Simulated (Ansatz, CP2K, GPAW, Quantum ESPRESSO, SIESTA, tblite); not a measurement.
## Running twisted graphene monolayer on bilayer, 77.90° (186 atoms) with CP2K

How do the settings of CP2K change the result for twisted graphene monolayer on bilayer, 77.90° (186 atoms)? A plane-wave run serves as the yardstick.

Program: CP2K 2026.2. Level of theory: the method is named at each step. Results are calculated unless marked as measured.

## (1) Starting point

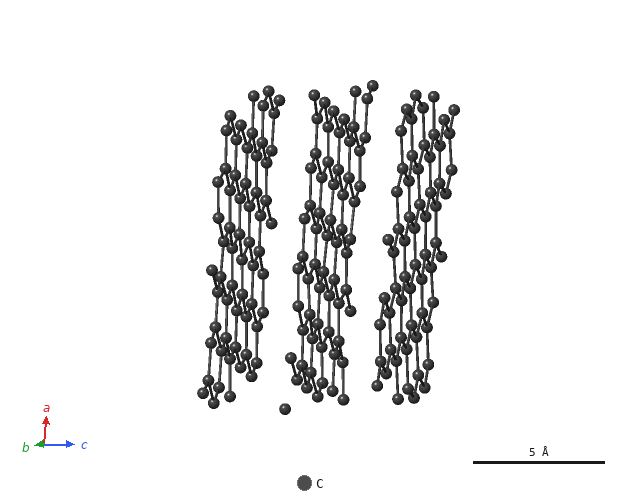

The cell as given, from the side, with the c axis across the page (carbon dark grey). Bonds to atoms that aren't drawn are left out. Some periodic images of atoms are drawn too.

The cell holds 186 atoms: 186 C. Its edges and angles: a = 13.697 Å, b = 13.697 Å, c = 20.690 Å, α = 90.0°, β = 90.0°, γ = 120.0°. It derives from C (graphene). Graphene (a = 2.46 Å) under graphene (a = 2.46 Å), monolayer on bilayer, commensurate cell of 31 unit cells a layer, twist 77.90 deg; facing planes 3.32, 3.37 Å apart as built; 14 Å of vacuum; minimised with a classical potential. Then every atom was moved at random, 0.03 Å r.m.s. a Cartesian component. Regions: layer 1, 62 atoms (62 C); layer 2, 62 atoms (62 C); layer 3, 62 atoms (62 C). Vacuum lies along c.

The yardstick, on the same geometry:

```
method                 : Kohn-Sham DFT, PBE, PAW, plane waves (Ansatz 0.2.0); cutoff 420 eV, Γ point, fermi-dirac smearing of 0.05 eV; PAW set soft_2
r.m.s. force component : 1.862 eV/Å
longest force          : 11.36 eV/Å
SCF cycles             : 10
time                   : 1.9 min on 4 threads of Arm Neoverse V1, shared host
CPU time               : 7.3 min
```

## (2) PBE, DZVP-MOLOPT-SR, 450/50 Ry, diagonalisation

Method: Kohn-Sham DFT, PBE, GTH-PBE pseudopotentials, Gaussian and plane waves, DZVP-MOLOPT-SR-GTH, diagonalisation.

Input file input.inp:

```
&GLOBAL
  PROJECT cell
  RUN_TYPE ENERGY_FORCE
  PRINT_LEVEL LOW
&END GLOBAL
&FORCE_EVAL
  METHOD QS
  &DFT
    BASIS_SET_FILE_NAME BASIS_MOLOPT
    POTENTIAL_FILE_NAME GTH_POTENTIALS
    &MGRID
      CUTOFF 450
      REL_CUTOFF 50
    &END MGRID
    &QS
      EPS_DEFAULT 1.0E-12
    &END QS
    &SCF
      SCF_GUESS ATOMIC
      EPS_SCF 5.0E-06
      MAX_SCF 200
      ADDED_MOS 83
      &DIAGONALIZATION
        ALGORITHM STANDARD
      &END DIAGONALIZATION
      &SMEAR ON
        METHOD FERMI_DIRAC
        ELECTRONIC_TEMPERATURE [K] 580
      &END SMEAR
      &MIXING
        METHOD BROYDEN_MIXING
        ALPHA 0.2
        NBROYDEN 12
        BETA 0.05
      &END MIXING
      &PRINT
        &RESTART OFF
        &END RESTART
      &END PRINT
    &END SCF
    &XC
      &XC_FUNCTIONAL PBE
      &END XC_FUNCTIONAL
    &END XC
    &PRINT
      &MULLIKEN ON
      &END MULLIKEN
      &HIRSHFELD ON
        SHAPE_FUNCTION DENSITY
      &END HIRSHFELD
      &MO ON
        EIGENVALUES T
        OCCUPATION_NUMBERS T
        MO_INDEX_RANGE 361 384
        &EACH
          QS_SCF 0
        &END EACH
        ADD_LAST NUMERIC
      &END MO
    &END PRINT
  &END DFT
  &SUBSYS
    &CELL
      A 13.69670 0.00000 0.00000
      B -6.84835 11.86169 0.00000
      C 0.00000 0.00000 20.69000
    &END CELL
    &COORD
      C 0.23476 1.36979 6.96943
      C 1.28585 0.50460 6.95639
      C -0.65778 3.73109 6.95681
      C 0.40659 2.79402 6.95887
      C -1.50314 5.97699 6.93777
      C -0.49746 5.05427 6.93549
      C -2.41069 8.28812 7.01681
      C -1.36426 7.40798 6.97729
      C -3.30289 10.56319 7.00750
      C -2.16278 9.73952 6.96756
      C 2.58354 1.04917 6.94584
      C 3.70996 0.09335 6.94543
      C 1.77749 3.32685 6.92412
      C 2.83042 2.41148 6.91253
      C 0.81625 5.58460 6.95432
      C 1.97541 4.74978 6.95329
      C 0.02486 7.90641 6.97687
      C 1.13443 7.02675 6.95618
      C -0.85947 10.15954 7.01225
      C 0.26099 9.31344 6.90549
      C 5.09079 0.65571 6.91584
      C -0.68648 11.59172 6.97646
      C 4.21400 2.95083 6.93218
      C 5.34527 1.99253 6.93322
      C 3.25577 5.17585 6.89432
      C 4.46280 4.35443 6.95929
      C 2.48136 7.53680 6.92225
      C 3.57443 6.63235 6.97832
      C 1.53293 9.81531 6.99053
      C 2.61381 8.93695 7.01598
      C 7.52106 0.23830 6.98246
      C 1.80057 11.20906 6.96819
      C 6.62735 2.50626 6.95267
      C 7.74761 1.65743 6.95205
      C 5.73001 4.91525 6.94336
      C 6.86602 3.92219 6.97853
      C 4.89205 7.09543 6.96177
      C 6.00635 6.22798 6.96115
      C 3.96170 9.45816 6.98701
      C 5.11729 8.53650 6.96446
      C 3.08950 11.72564 6.91812
      C 4.16126 10.83340 6.99301
      C 9.11659 2.17484 6.93343
      C 10.15104 1.23623 6.91480
      C 8.16234 4.48858 6.95660
      C 9.22815 3.59267 6.95887
      C 7.27733 6.75760 6.99819
      C 8.38676 5.89146 6.97460
      C 6.40074 9.03908 6.97108
      C 7.51867 8.13688 6.92453
      C 5.54600 11.35365 6.99032
      C 6.65324 10.48751 6.92515
      C 11.49139 1.78898 6.97460
      C 12.54748 0.87077 6.96053
      C 10.58762 4.05041 6.95287
      C 11.68068 3.20455 6.94667
[... 126 atom lines left out ...]
      C -2.07300 4.67327 13.71726
      C -1.72667 3.31404 13.72326
      C -0.47822 2.84242 13.72140
      C -0.25750 1.42150 13.74664
    &END COORD
    &KIND C
      BASIS_SET DZVP-MOLOPT-SR-GTH-q4
      POTENTIAL GTH-PBE-q4
    &END KIND
  &END SUBSYS
  &PRINT
    &FORCES ON
    &END FORCES
  &END PRINT
&END FORCE_EVAL
```

On the command line:

```sh
$ OMP_NUM_THREADS=1 mpirun -np 4 cp2k.psmp -i input.inp > output.txt
```

Numbers of over 12 decimals in the logs are rounded to 6 here.

Log:

```text
CP2K| version string:                                       CP2K version 2026.2
 CP2K| Input file name                                                 input.inp
 GLOBAL| Basis set file name                                        BASIS_MOLOPT
 GLOBAL| Potential file name                                      GTH_POTENTIALS
 GLOBAL| Run type                                                   ENERGY_FORCE
 GLOBAL| Total number of message passing processes                             4
 GLOBAL| Number of threads for this process                                    1
 TOTAL NUMBERS AND MAXIMUM NUMBERS
  Total number of            - Atomic kinds:                                   1
                             - Atoms:                                        186
                             - Shell sets:                                   186
                             - Shells:                                       930
                             - Primitive Cartesian functions:                930
                             - Cartesian basis functions:                   2604
                             - Spherical basis functions:                   2418
  Maximum angular momentum of- Orbital basis functions:                        2
                             - Local part of the GTH pseudopotential:          2
                             - Non-local part of the GTH pseudopotential:      0
 SCF PARAMETERS         Density guess:                                    ATOMIC
                        max_scf:                                             200
                        eps_scf:                                        5.00E-06
                        added MOs                                        83    0
                        Mixing method:                            BROYDEN_MIXING
                                                charge density mixing in g-space
                        Smear method:                                FERMI_DIRAC
                        Electronic temperature [K]:                        580.0
                        Electronic temperature [a.u.]:                  1.84E-03
                        Accuracy threshold:                             1.00E-10
 Extrapolation method: initial_guess
 Number of electrons:                                                        744
 Number of occupied orbitals:                                                372
 Number of molecular orbitals:                                               455
 Number of orbital functions:                                               2418
 Number of independent orbital functions:                                   2418
 SCF WAVEFUNCTION OPTIMIZATION
  Step     Update method      Time    Convergence         Total energy    Change
     1 NoMix/Diag. 0.20E+00    8.8     0.92688153     -1052.5919614808 -1.05E+03
     2 Broy./Diag. 0.20E+00   12.8     0.02728935     -1015.7911460478  3.68E+01
     3 Broy./Diag. 0.20E+00   12.8     0.05417343     -1051.8768749435 -3.61E+01
     4 Broy./Diag. 0.20E+00   12.7     0.01575673     -1065.1726882120 -1.33E+01
[...]
13 Broy./Diag. 0.20E+00   12.8     0.00000686     -1059.0426317123 -6.38E-04
    14 Broy./Diag. 0.20E+00   12.9     0.00000186     -1059.0428215436 -1.90E-04
  *** SCF run converged in    14 steps ***
  Electronic density on regular grids:       -743.9999999997        0.0000000003
  Core density on regular grids:              743.9999999994       -0.0000000006
  Total charge density on r-space grids:       -0.0000000004
  Total charge density g-space grids:          -0.0000000004
  Overlap energy of the core charge distribution:               5.46152e-05
  Self energy of the core charge distribution:              -2480.311474
  Core Hamiltonian energy:                                    780.606252
  Hartree energy:                                             966.927993
  Exchange-correlation energy:                               -326.265646
  Electronic entropic energy:                                  -6.5e-13
  Fermi energy:                                                 0.016189
  Total energy:                                             -1059.042822
  Total energy (extrapolated to T->0):                      -1059.042822
 MO| EIGENVALUES AND OCCUPATION NUMBERS
 MO|
 MO|  Index      Eigenvalue [a.u.]        Eigenvalue [eV]             Occupation
 MO|    361              -0.052364              -1.424904               2.000000
 MO|    362              -0.050347              -1.370014               2.000000
 MO|    363              -0.048933              -1.331526               2.000000
[...]
MO|    383               0.077826               2.117742               0.000000
 MO|    384               0.079670               2.167940               0.000000
 MO| Sum:                                                             744.000000
 MO| E(Fermi):            0.016189 a.u.          0.440517 eV
 !-----------------------------------------------------------------------------!
                     Mulliken Population Analysis
 #  Atom  Element  Kind  Atomic population                           Net charge
       1     C        1          3.998352                              0.001648
       2     C        1          4.002913                             -0.002913
       3     C        1          4.006278                             -0.006278
[...]
185     C        1          4.006279                             -0.006279
     186     C        1          3.995882                              0.004118
 # Total charge                            744.000000                  0.000000
 !-----------------------------------------------------------------------------!
 !-----------------------------------------------------------------------------!
                           Hirshfeld Charges
  #Atom  Element  Kind  Ref Charge     Population                    Net charge
      1       C      1       4.000          3.999                         0.001
      2       C      1       4.000          4.006                        -0.006
      3       C      1       4.000          4.001                        -0.001
[...]
185       C      1       4.000          4.001                        -0.001
    186       C      1       4.000          3.996                         0.004
  Total Charge                                                           -0.000
 !-----------------------------------------------------------------------------!
 ENERGY| Total FORCE_EVAL ( QS ) energy [hartree]          -1059.042899
 FORCES| Atomic forces [hartree/bohr]
 FORCES|   Atom     x               y               z               |f|
 FORCES|      1 -7.24785979E-02  3.48010953E-02 -3.65119890E-03   8.04835054E-02
 FORCES|      2  3.90135783E-02 -1.01848053E-04  3.26385043E-04   3.90150764E-02
 FORCES|      3 -4.56604626E-02 -9.19795672E-02 -2.47599864E-03   1.02719274E-01
[...]
FORCES|    185  1.05331062E-01 -2.03469186E-02 -1.58558402E-03   1.07289999E-01
 FORCES|    186  1.03107706E-02 -6.50006602E-03 -9.47460968E-03   1.54379751E-02
 FORCES| Sum    -5.47569712E-05  2.66924565E-05 -1.69427821E-04
 FORCES| Total atomic force                                       1.80046105E-04
```

Elapsed: 3.3 min, on 4 MPI ranks of Arm Neoverse V1, shared host; peak memory 8.8 GiB.

Banners, paths, timers and routine set-up lines are dropped from the logs unmarked, and long logs keep their key lines alone; longer cuts are marked.

Against the reference:

| Property | Result |
| --- | --- |
| r.m.s. force component | 1.892 eV/Å |
| r.m.s. difference of force components | 34.19 meV/Å |
| longest difference of force vectors | 160.1 meV/Å |
| force difference over r.m.s. force | 1.836 % |
| slope of forces against the reference's | 1.016 |
| correlation of force components | 1 |

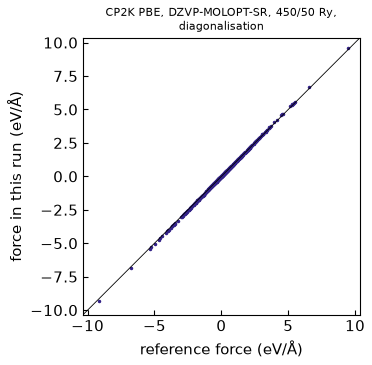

Force components against those of the reference; the line marks equality.

A closer look about C52, picked at random: 10 atoms, nearest first, numbered in the order of the input, with positions taken from that point.

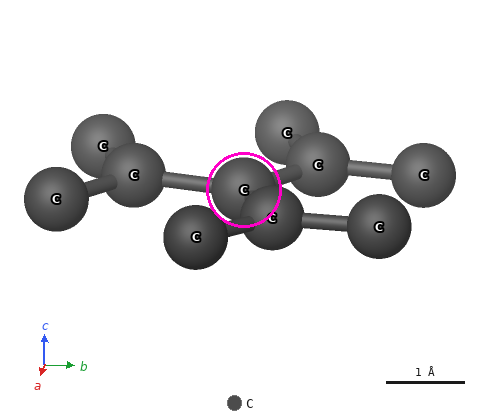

The atoms of the table, within 2.5 Å (arrows a, b, c point along x, y, z); some may hide others; the central atom is ringed.

| atom | x | y | z | distance (Å) | bonds | Hirshfeld charge (e) | Fx | Fy | Fz (eV/Å) |
| --- | --- | --- | --- | --- | --- | --- | --- | --- | --- |
| C52 | 0.00 | 0.00 | 0.00 | 0.00 | 3 | 0.01 | -0.63 | -2.01 | 0.67 |
| C51 | -1.11 | 0.87 | 0.07 | 1.41 | 3 | 0.00 | -2.25 | -0.99 | -0.49 |
| C61 | 1.33 | 0.48 | 0.03 | 1.42 | 3 | 0.00 | -1.91 | 0.03 | -0.33 |
| C49 | -0.25 | -1.45 | 0.05 | 1.47 | 3 | 0.00 | 1.69 | 1.47 | -0.72 |
| C2 | 1.48 | 1.88 | 0.03 | 2.39 | 3 | -0.01 | 2.01 | -0.01 | 0.02 |
| C62 | 2.38 | -0.42 | 0.02 | 2.41 | 3 | 0.00 | 2.01 | -0.07 | 0.50 |
| C54 | -0.95 | 2.24 | 0.04 | 2.44 | 3 | 0.00 | 2.78 | 1.31 | 0.29 |
| C40 | -1.54 | -1.95 | 0.04 | 2.48 | 3 | 0.00 | -2.71 | -0.35 | 0.18 |
| C50 | 0.87 | -2.35 | 0.00 | 2.50 | 3 | 0.00 | -1.69 | 1.15 | 0.77 |
| C42 | -2.49 | 0.35 | 0.07 | 2.52 | 3 | 0.00 | 2.84 | 0.29 | -0.37 |

Forces lie 1.8 % from the reference's, at 1.8 times its CPU time.

## (3) GFN1-xTB, diagonalisation

Method: GFN1-xTB tight binding (the program's own implementation), diagonalisation.

Input file input.inp:

```
&GLOBAL
  PROJECT cell
  RUN_TYPE ENERGY_FORCE
  PRINT_LEVEL LOW
&END GLOBAL
&FORCE_EVAL
  METHOD QS
  &DFT
    &QS
      METHOD XTB
      &XTB
        GFN_TYPE 1
        DO_EWALD T
        CHECK_ATOMIC_CHARGES F
      &END XTB
    &END QS
    &SCF
      SCF_GUESS ATOMIC
      EPS_SCF 1.0E-06
      MAX_SCF 200
      ADDED_MOS 139
      &DIAGONALIZATION
        ALGORITHM STANDARD
      &END DIAGONALIZATION
      &SMEAR ON
        METHOD FERMI_DIRAC
        ELECTRONIC_TEMPERATURE [K] 580
      &END SMEAR
      &MIXING
        METHOD BROYDEN_MIXING
        ALPHA 0.15
        NBROYDEN 8
      &END MIXING
      &PRINT
        &RESTART OFF
        &END RESTART
      &END PRINT
    &END SCF
    &PRINT
      &MULLIKEN ON
      &END MULLIKEN
    &END PRINT
  &END DFT
  &SUBSYS
    &CELL
      A 13.69670 0.00000 0.00000
      B -6.84835 11.86169 0.00000
      C 0.00000 0.00000 20.69000
    &END CELL
    &TOPOLOGY
      COORD_FILE_NAME structure.xyz
      COORD_FILE_FORMAT XYZ
    &END TOPOLOGY
  &END SUBSYS
  &PRINT
    &FORCES ON
    &END FORCES
  &END PRINT
&END FORCE_EVAL
```

Input file structure.xyz:

```xyz
186

C 0.23476 1.36979 6.96943
C 1.28585 0.50460 6.95639
C -0.65778 3.73109 6.95681
C 0.40659 2.79402 6.95887
C -1.50314 5.97699 6.93777
C -0.49746 5.05427 6.93549
C -2.41069 8.28812 7.01681
C -1.36426 7.40798 6.97729
C -3.30289 10.56319 7.00750
C -2.16278 9.73952 6.96756
C 2.58354 1.04917 6.94584
C 3.70996 0.09335 6.94543
C 1.77749 3.32685 6.92412
C 2.83042 2.41148 6.91253
C 0.81625 5.58460 6.95432
C 1.97541 4.74978 6.95329
C 0.02486 7.90641 6.97687
C 1.13443 7.02675 6.95618
C -0.85947 10.15954 7.01225
C 0.26099 9.31344 6.90549
[... 162 atom lines left out ...]
C -2.07300 4.67327 13.71726
C -1.72667 3.31404 13.72326
C -0.47822 2.84242 13.72140
C -0.25750 1.42150 13.74664
```

On the command line:

```sh
$ OMP_NUM_THREADS=2 cp2k.psmp -i input.inp > output.txt
```

Log:

```text
CP2K| version string:                                       CP2K version 2026.2
 CP2K| Input file name                                                 input.inp
 GLOBAL| Basis set file name                                           BASIS_SET
 GLOBAL| Potential file name                                           POTENTIAL
 GLOBAL| Run type                                                   ENERGY_FORCE
 GLOBAL| Total number of message passing processes                             1
 GLOBAL| Number of threads for this process                                    2
                  #####   #####        #          ####### ######
                 #     # #     #      #              #    #     #
                 #     # #           #    ##   ##    #    #     #
[... lines left out ...]
                        Smear method:                                FERMI_DIRAC
[... lines left out ...]
 Number of electrons:                                                        744
[... lines left out ...]
  Step     Update method      Time    Convergence         Total energy    Change
[... lines left out ...]
  *** SCF run converged in    28 steps ***
[... lines left out ...]
  Electronic energy:                                            0.00957242
  DFTB3 3rd order energy:                                      -9.3819e-08
  Dispersion energy:                                           -0.588008
  Correction for halogen bonding:                               0.000000
  Electronic entropic energy:                                  -3.53e-12
  Fermi energy:                                                -0.376787
  Total energy:                                              -395.288240
  Total energy (extrapolated to T->0):                       -395.288240
 MULLIKEN POPULATION ANALYSIS
  # Atom   Element   Kind        Atomic population                    Net charge
       1     C          1                 4.001562                     -0.001562
       2     C          1                 3.991357                      0.008643
       3     C          1                 3.994425                      0.005575
[...]
185     C          1                 3.998548                      0.001452
     186     C          1                 4.004549                     -0.004549
 # Total charge                         744.000000                      0.000000
 ENERGY| Total FORCE_EVAL ( QS ) energy [hartree]           -395.288240
 FORCES| Atomic forces [hartree/bohr]
 FORCES|   Atom     x               y               z               |f|
 FORCES|      1 -6.65602204E-02  3.55714829E-02 -2.14999817E-03   7.54997737E-02
 FORCES|      2  3.48329872E-02 -8.94979647E-04  9.11823572E-04   3.48564113E-02
 FORCES|      3 -4.00144183E-02 -9.12738267E-02 -1.00797908E-03   9.96648440E-02
[...]
FORCES|    185  1.03431437E-01 -2.11719028E-02 -2.93274718E-03   1.05616820E-01
 FORCES|    186  1.09584121E-02 -4.22616108E-03 -9.64423585E-03   1.51973194E-02
 FORCES| Sum    -7.83748066E-15 -1.82579646E-15 -9.37964983E-15
 FORCES| Total atomic force                                       1.23587000E-14
```

Elapsed: 9.8 s, on 2 threads; peak memory 0.3 GiB.

Compared with the plane-wave run:

| Quantity | Value |
| --- | --- |
| r.m.s. force component | 1.79 eV/Å |
| r.m.s. difference of force components | 119.3 meV/Å |
| longest difference of force vectors | 406.1 meV/Å |
| force difference over r.m.s. force | 6.403 % |
| slope of forces against the reference's | 0.9599 |
| correlation of force components | 0.9987 |

Against the first run (1.8 %), the force difference from the reference is 6.4 %, at 0.016 times the CPU time (on 2 against 4 cores) (28 SCF steps against 14); the model has changed, so this is no error of the program alone.

[end of part 1 of 2]

[Also dropped from logs without a mark: logging warnings of Python, and SIESTA's first energy breakdown and zero terms.]

[Logs are printed without paths, hosts, clocks, repeated set-up lines and the standing remarks that a program may print on its own settings, such as how far it seeks lower states.]

[Hosts, paths, dates, database ids (printed as entryN), source tags and the programs' standing remarks are cut or masked in the printed files.]
